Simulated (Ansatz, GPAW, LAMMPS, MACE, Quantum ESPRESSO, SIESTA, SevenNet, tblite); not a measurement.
## Liquid 67SiO2-18Na2O-15SrO (mol %) at 2550 K (111 atoms) in tblite

Wanted: tblite inputs and outputs for liquid 67SiO2-18Na2O-15SrO (mol %) at 2550 K (111 atoms), checked against a plane-wave reference.

Method: the method is named at each step, in tblite 0.8.0.

## 1. Set-up

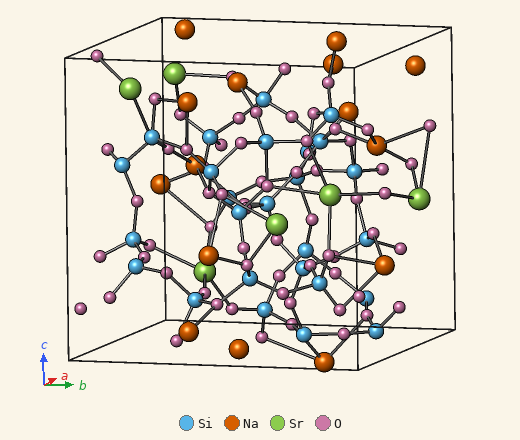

The starting structure, seen slightly off an axis (silicon blue, sodium orange, strontium green, oxygen pink). Bonds to atoms that aren't drawn are left out. Some periodic images of atoms are drawn too.

The cell holds 111 atoms: 26 Si, 14 Na, 6 Sr and 65 O. Its edges and angles: a = 12.686 Å, b = 12.686 Å, c = 12.686 Å, α = 90.0°, β = 90.0°, γ = 90.0°. 111 atoms (26 Si, 14 Na, 6 Sr, 65 O) placed at random at 2.73 g/cm³, melted at 4000 K for 10 ps at fixed volume with the Morse and Coulomb pair potential with partial charges (Pedone, Malavasi, Menziani, Cormack and Segre, J. Phys. Chem. B 110, 11780 (2006)). Snapshot at the end of a hold of 10 ps at 2550 K and zero pressure.

The yardstick, on the same geometry:

| Quantity | Value |
| --- | --- |
| method | Kohn-Sham DFT, PBE, PAW, plane waves (Ansatz 0.2.0); cutoff 420 eV, Γ point, fermi-dirac smearing of 0.05 eV; PAW set soft_2 |
| r.m.s. force component | 2.641 eV/Å |
| longest force | 15.23 eV/Å |
| pressure | 1.682 GPa |
| spacing of highest filled and lowest empty level | 0.2587 eV |
| SCF cycles | 17 |
| time | 40 s on 4 threads of Arm Neoverse V2, shared host |
| CPU time | 2.6 min |

## 2. GFN1-xTB

Method: GFN1-xTB tight binding, diagonalisation.

File run.py:

```python
import numpy as np
from ase.io import read
from tblite.ase import TBLite

atoms = read("structure.xyz")
atoms.calc = TBLite(method="GFN1-xTB", electronic_temperature=580, accuracy=1.0, max_iterations=250, mixer_damping=0.4, verbosity=1)
energy = atoms.get_potential_energy()
forces = atoms.get_forces()
print(f"energy {energy:.6f} eV")
print("forces (eV/A)")
for i, (a, f) in enumerate(zip(atoms, forces)):
    print(f"{i:4d} {a.symbol:2s} {f[0]:10.5f} {f[1]:10.5f} {f[2]:10.5f}")
stress = -atoms.get_stress(voigt=False) * 160.21766
print("stress (GPa, compression positive)")
for row in stress:
    print(" ".join(f"{x:10.4f}" for x in row))
print("charges (e)")
print(np.array2string(atoms.get_charges(), precision=4, suppress_small=True, max_line_width=110, threshold=100000))
```

File structure.xyz:

```xyz
111
Lattice="12.68591 0.00000 0.00000 0.00000 12.68591 0.00000 0.00000 0.00000 12.68591" Properties=species:S:1:pos:R:3 pbc="T T T"
Si 6.56724 8.94344 8.60346
Si 4.96831 10.95872 7.61548
Si 5.85670 6.81982 6.01020
Si 10.28840 2.87919 6.62674
Si 6.57739 10.92460 4.56173
Si 4.35571 12.02865 1.03352
Si 1.78161 5.72832 9.31590
Si 4.22669 8.90602 0.81076
Si 0.06698 10.59616 9.08590
Si 9.19043 4.89422 2.37150
Si 11.90433 7.63578 8.94712
Si 2.42314 9.29408 7.66229
Si 8.87240 0.78348 8.20182
Si 10.16370 5.34356 7.97779
Si 6.49468 3.39602 1.78300
Si 6.02758 8.30204 3.33018
Si 1.56519 12.55461 2.79978
Si 8.89714 8.04325 2.30896
Si 1.17649 10.06018 4.78462
Si 3.42418 1.29954 7.78293
Si 2.47172 6.28574 6.68966
Si 1.19666 8.22263 2.23132
Si 4.31841 7.23833 10.60441
Si 2.99958 1.88741 4.73248
Si 5.74253 1.06968 3.21829
Si 8.30521 4.76166 5.26262
Na 10.20620 10.46194 2.95937
Na 9.26642 8.63707 11.46565
Na 6.44419 3.50829 7.44993
Na 11.37634 2.35907 2.94503
Na 9.77982 10.33153 8.03690
Na 12.01356 1.29764 9.26642
Na 9.21669 2.16992 0.03717
Na 0.82344 3.84878 7.40730
Na 0.96324 10.88654 0.15337
Na 8.26309 4.77079 10.71084
Na 3.54698 6.27750 0.20906
Na 10.25427 11.91144 11.37901
Na 11.92970 7.89850 12.03880
Na 2.74663 11.48252 10.42782
Sr 10.90620 11.78153 5.69229
Sr 12.11923 5.11648 4.24775
Sr 2.76210 5.09187 3.52859
Sr 3.66750 3.57210 11.65962
Sr 10.08822 8.15907 5.85138
Sr 6.30211 0.72132 10.57891
O 5.47778 7.35504 4.56896
O 2.74751 12.18126 1.91824
O 1.47613 6.69689 2.18515
O 0.16035 0.50185 2.17018
O 1.71552 10.08644 8.75632
O 2.24033 5.28774 7.96498
O 4.22339 6.36769 6.19364
O 7.87376 1.83172 7.89634
O 6.12374 12.55042 4.27020
O 5.87624 10.49226 8.77966
[... 51 atom lines left out ...]
O 12.37092 9.78794 5.67289
O 6.01528 10.69460 6.33255
O 0.97174 11.41567 3.89990
O 6.81246 2.04294 2.82693
```

The run is started by

```sh
$ OMP_NUM_THREADS=1 python run.py > output.txt
```

Output:

```text
------------------------------------------------------------
  cycle        total energy    energy error   density error
------------------------------------------------------------
      1     -314.6348552433  -3.1645474E+02   1.0340297E+00
      2      4522.881322259   4.8375162E+03   3.0780634E+00
      3      2125.296745246  -2.3975846E+03   1.8173565E+00
      4     -116.9692700862  -2.2422660E+03   6.5889413E-01
      5     -102.7152011992   1.4254069E+01   7.0035937E-01
      6     -232.1763873336  -1.2946119E+02   4.2016749E-01
      7     -346.3960028145  -1.1421962E+02   2.3178619E-01
      8     -361.9271076782  -1.5531105E+01   1.8718971E-01
      9     -371.4185332290  -9.4914256E+00   1.3083827E-01
     10     -369.3203589048   2.0981743E+00   8.2337634E-02
     11     -353.8973959047   1.5422963E+01   1.4840817E-01
     12     -352.1835714423   1.7138245E+00   1.5796924E-01
     13     -363.5402480897  -1.1356677E+01   1.0443320E-01
     14     -369.6368887043  -6.0966406E+00   5.1907381E-02
     15     -371.2030765196  -1.5661878E+00   2.2631785E-02
     16     -371.2826026115  -7.9526092E-02   1.9315575E-02
     17     -371.5561154921  -2.7351288E-01   8.1365114E-03
     18     -371.5923952221  -3.6279730E-02   4.3774801E-03
     19     -371.6039462077  -1.1550986E-02   2.1604496E-03
     20     -371.6058047331  -1.8585254E-03   5.4199085E-04
     21     -371.6057495919   5.5141246E-05   2.8663267E-04
     22     -371.6056024623   1.4712961E-04   4.8607589E-04
     23     -371.6057023119  -9.9849604E-05   3.5514637E-04
     24     -371.6057861625  -8.3850616E-05   1.8218610E-04
     25     -371.6058095107  -2.3348219E-05   9.1987117E-05
     26     -371.6058153538  -5.8431326E-06   4.2140355E-05
     27     -371.6058167911  -1.4373216E-06   9.2283263E-06
     28     -371.6058167794   1.1713439E-08   8.9109971E-06
------------------------------------------------------------
 total:                                   6.220 sec
energy -10111.909329 eV
forces (eV/A)
   0 Si   -1.73890   -0.40553    0.38056
   1 Si   -0.84387    1.78588   -3.42841
   2 Si   -1.21748   -0.15370    2.14902
   3 Si   -1.03612   10.89163   -7.42967
   4 Si    0.08427    2.71551    4.60486
   5 Si   -4.63458    2.12202   -3.14390
   6 Si   -0.19617    0.62562    6.68958
   7 Si   -3.39352    0.33087    1.17049
   8 Si    1.18422   -0.78344    0.90364
   9 Si   -4.46075   -0.64601   -1.88816
  10 Si   -0.06143    2.47591    5.44926
  11 Si    3.39037    3.23469   -4.06406
  12 Si    3.61306   -1.21443    1.60595
  13 Si    1.41990    2.40385   -4.87600
  14 Si    3.07655   -3.56821   -4.63756
  15 Si   -5.74384   -2.44582   -0.47562
  16 Si   -4.06893    1.03304    3.59144
  17 Si    0.45495   -4.39977    2.95928
  18 Si   -4.75592   -0.08219    0.42257
  19 Si    9.12417    1.58734   -1.27149
  20 Si    2.26171    1.22888   -0.73531
  21 Si    1.26383    1.15818   -1.36180
  22 Si    3.64793   -1.48699    5.79313
  23 Si    1.04072    1.05906    0.84617
[...]
103 O    -6.12084   -2.17584   -2.46011
 104 O     0.16088   -1.00391    0.46736
 105 O     5.35038   -2.43179   -0.64750
 106 O     0.54935   -3.59091   -0.77222
 107 O    -1.95820    0.91381   -1.45875
 108 O    -0.32490    1.49523   -2.20427
 109 O    -0.89819   -0.47290   -0.68087
 110 O     3.97028    3.37543   -1.38906
stress (GPa, compression positive)
   -3.7233     1.1473    -0.1895
    1.1473    -1.3969    -1.0301
   -0.1895    -1.0301    -3.3313
charges (e)
[ 0.8327  0.8345  0.8496  0.7866  0.8228  0.7775  0.7788  0.8103  0.753   0.7598  0.7775  0.8577  0.6949
  0.7966  0.7918  0.8444  0.75    0.7401  0.7877  0.7451  0.831   0.7254  0.7602  0.7698  0.8351  0.8135
  0.8845  0.8609  1.0004  0.8558  0.9756  0.9068  0.8014  1.0309  0.8939  0.8994  0.9656  0.7758  0.9154
  0.9681  0.9651  1.0093  1.0139  0.9377  1.0184  0.9427 -0.4308 -0.4729 -0.8002 -0.8708 -0.4783 -0.4872
 -0.5022 -0.6986 -0.4429 -0.5062 -0.4511 -0.7473 -0.5127 -0.8765 -0.7399 -0.4761 -0.5193 -0.4724 -0.8151
 -0.7829 -0.4488 -0.4073 -0.7148 -0.7559 -0.5267 -0.8754 -0.39   -0.4938 -0.5483 -0.7667 -0.3861 -0.5184
 -0.459  -0.8018 -0.7596 -0.853  -0.8841 -0.6548 -0.4724 -0.5383 -0.6041 -0.7443 -0.5445 -0.762  -0.4418
 -0.4639 -0.7689 -0.4861 -0.5004 -0.8572 -0.459  -0.8019 -0.4336 -0.7092 -0.6102 -0.7952 -0.7612 -0.4589
 -0.4629 -0.4319 -0.4388 -0.8237 -0.4687 -0.5107 -0.4702]
```

The job ended after 6.7 s (1 thread of Arm Neoverse V2, shared host; peak memory 0.15 GiB).

Banners, paths, timers and routine set-up lines are dropped from the logs unmarked, and long logs keep their key lines alone; longer cuts are marked.

Against the reference:

```
r.m.s. force component                  : 2.616 eV/Å
r.m.s. difference of force components   : 626.6 meV/Å
longest difference of force vectors     : 3041 meV/Å
force difference over r.m.s. force      : 23.72 %
slope of forces against the reference's : 0.9623
correlation of force components         : 0.9716
pressure                                : -2.817 GPa
pressure difference                     : -4.5 GPa
```

Length of the force difference by element (eV/Å):

| element | atoms | mean | most |
| --- | --- | --- | --- |
| Na | 14 | 0.85 | 2.1 |
| O | 65 | 0.76 | 3.0 |
| Si | 26 | 1.4 | 2.3 |
| Sr | 6 | 0.80 | 1.3 |

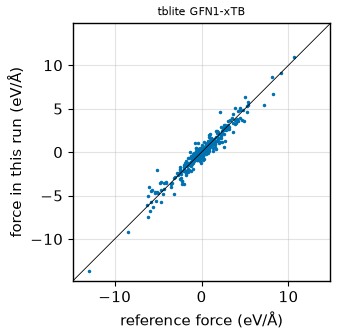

Force components against those of the reference; the line marks equality.

Local excerpt of 9 atoms (numbers count through the whole input) about Sr43, one of the 6 Sr atoms; x, y, z are measured from there.

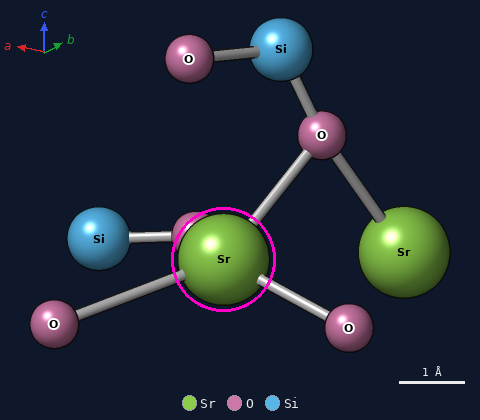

The atoms of the table, within 3.4 Å (arrows a, b, c point along x, y, z); some may hide others; the central atom is ringed.

| atom | x | y | z | distance (Å) | Mulliken charge (e) | Fx | Fy | Fz (eV/Å) |
| --- | --- | --- | --- | --- | --- | --- | --- | --- |
| Sr43 | 0.00 | 0.00 | 0.00 | 0.00 | 1.01 | 1.21 | 0.47 | 0.95 |
| O49 | -1.29 | 1.61 | -1.34 | 2.46 | -0.80 | 1.27 | -5.65 | 1.01 |
| O93 | -0.85 | -2.11 | 1.14 | 2.55 | -0.77 | -2.64 | 4.84 | -1.51 |
| O61 | -1.34 | 0.75 | 2.07 | 2.58 | -0.74 | -0.66 | -0.27 | -1.94 |
| O84 | 2.56 | -0.89 | -1.28 | 3.00 | -0.65 | -3.58 | 2.97 | 0.78 |
| O53 | 1.46 | 1.28 | 2.67 | 3.30 | -0.50 | -1.94 | -1.37 | 2.27 |
| Si21 | -0.29 | 1.19 | 3.16 | 3.39 | 0.83 | 2.26 | 1.23 | -0.74 |
| Sr42 | -3.33 | 0.02 | 0.72 | 3.41 | 1.01 | -0.89 | 0.49 | 1.27 |
| Si24 | 0.24 | -3.20 | 1.20 | 3.43 | 0.77 | 1.04 | 1.06 | 0.85 |

Atoms are counted from 1 here, from 0 in the log.

Forces lie 24 % from the reference's, at 0.043 times its CPU time (on 1 against 4 cores).

## 3. Another try, on a changed input

File run.py:

```python
import numpy as np
from ase.io import read
from tblite.ase import TBLite

atoms = read("structure.xyz")
atoms.calc = TBLite(method="GFN3-xTB", electronic_temperature=580, accuracy=1.0, max_iterations=250, mixer_damping=0.4, verbosity=1)
energy = atoms.get_potential_energy()
forces = atoms.get_forces()
print(f"energy {energy:.6f} eV")
print("forces (eV/A)")
for i, (a, f) in enumerate(zip(atoms, forces)):
    print(f"{i:4d} {a.symbol:2s} {f[0]:10.5f} {f[1]:10.5f} {f[2]:10.5f}")
print("charges (e)")
print(np.array2string(atoms.get_charges(), precision=4, suppress_small=True, max_line_width=110, threshold=100000))
```

structure.xyz is that of step 2.

Output:

```text
tblite.exceptions.TBLiteValueError: Method 'GFN3-xTB' is not available for this calculator
```

It took 0.48 s on 1 thread; peak memory 0.15 GiB.

The program stopped at the start. The fault in the input: an unknown method (method GFN3-xTB).

## 4. Summary of results

- force difference from the reference: tblite GFN1-xTB, 24 %
- its CPU time: 6.7 s

**Reading.** Tight binding differs by 24 % (tblite GFN1-xTB); it is another model, with fitted parameters of its own, and the xTB methods hold dispersion. One electronic-structure run takes under half the reference's CPU time: tblite GFN1-xTB, at 24 % in 6.7 s against 2.6 min; its pressure misses by -4.5 GPa. Periodic xTB results under one method name differ between programs and library versions. The frame stands for 2550 K, but pressures are static and levels are smeared at 580 K, under the temperature of the frame, which matters where levels are partly filled. The network of bonds at the start is that of the classical potential that made the cell, and needn't be the one that DFT or experiment would give. The electronic-structure runs sample only Γ, in a cell whose shortest periodic width is 13 Å.

[Also dropped from logs without a mark: logging warnings of Python, and SIESTA's first energy breakdown and zero terms.]

[Logs are printed without paths, hosts, clocks, repeated set-up lines and the standing remarks that a program may print on its own settings, such as how far it seeks lower states.]

[Hosts, paths, dates, database ids (printed as entryN), source tags and the programs' standing remarks are cut or masked in the printed files.]
